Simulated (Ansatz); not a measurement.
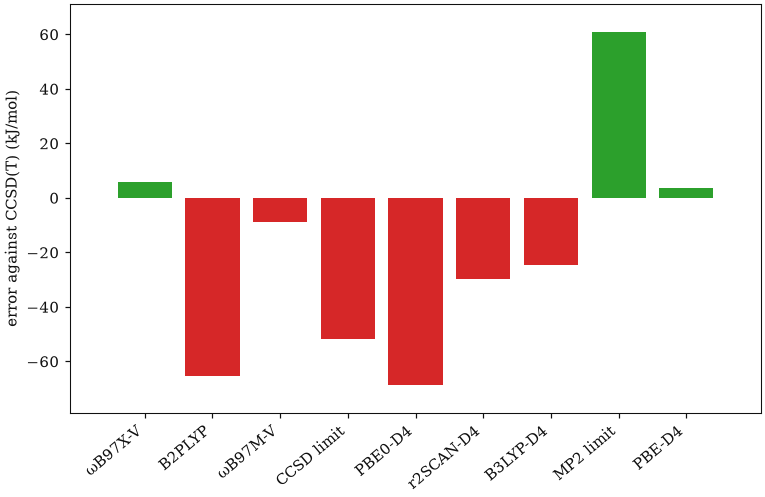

Error in the electronic atomisation energy (method less reference, so positive means overbinding) of Si₂NH₆OF, SMILES N[Si@@H](F)[SiH2]O: functionals in def2-TZVPP against frozen-core CCSD(T) at the limit (MP2 extrapolated from triple and quadruple zeta, plus CCSD(T) less MP2 in a smaller set), which gives 3891.5 kJ/mol, at a PBE0-D4/def2-TZVP geometry (no frequency check), no zero-point or spin-orbit term, the Ansatz code. The reference leaves out core correlation, a term that grows with the number of heavy atoms. B2PLYP holds a correlation term that converges slowly with the basis, so part of the distance to the limit is basis error. No dispersion term is added to B2PLYP. Limit means the basis limit.

Which of these levels overbind, and which underbind?

Overbind: MP2 limit. Underbind: B2PLYP, CCSD limit, PBE0-D4 and r2SCAN-D4. Within 25 kJ/mol of zero, too close to call in view of what the reference leaves out: ωB97X-V, ωB97M-V, B3LYP-D4 and PBE-D4.

Give the values.

| level | kJ/mol |
| --- | --- |
| ωB97X-V | 5.8 |
| B2PLYP | −65.4 |
| ωB97M-V | −9.0 |
| CCSD limit | −51.7 |
| PBE0-D4 | −68.5 |
| r2SCAN-D4 | −29.8 |
| B3LYP-D4 | −24.5 |
| MP2 limit | 60.8 |
| PBE-D4 | 3.6 |

Caveats, for all or some of the runs: one conformer of a flexible molecule.
